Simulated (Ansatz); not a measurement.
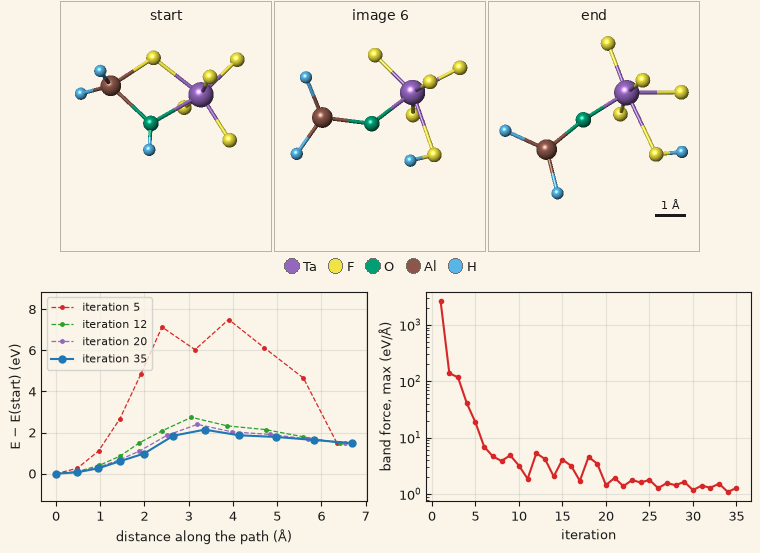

A nudged-elastic-band calculation for TaAlH3OF5. Images are numbered from 0 (start) to 10 (end). The plot follows the band through its iterations. The picture is a ball-and-stick view, seen at a tilt.

These are results of Ansatz, RHF/def2-SVP, not measurements. Settings: 9 movable images; climbing image; force threshold 0.05 eV/Å; iteration limit 35; optimiser L-BFGS; starting path through a guess of the saddle point.

### Did the band converge, and can the barrier be trusted?

The result isn't final. The band hadn't converged when the run stopped after 35 iterations. The largest component of the band force went from 2600 to 1.3 eV/Å. The barrier read from it is provisional: over the last two iterations the highest image moved from 2.17 eV to 2.14 eV. The first iteration put the highest image at 306.42 eV. The energy climbs by 2.14 eV to image 6 and then falls by 0.65 eV, so the end point sits at +1.49 eV.

Limits of the set-up: Hartree-Fock leaves out electron correlation.

The run took 16 min on 4 threads of Intel(R) Xeon(R) Platinum 8259CL CPU @ 2.50GHz (Skylake/Cascade Lake), on a shared host, peak memory 0.49 GiB.
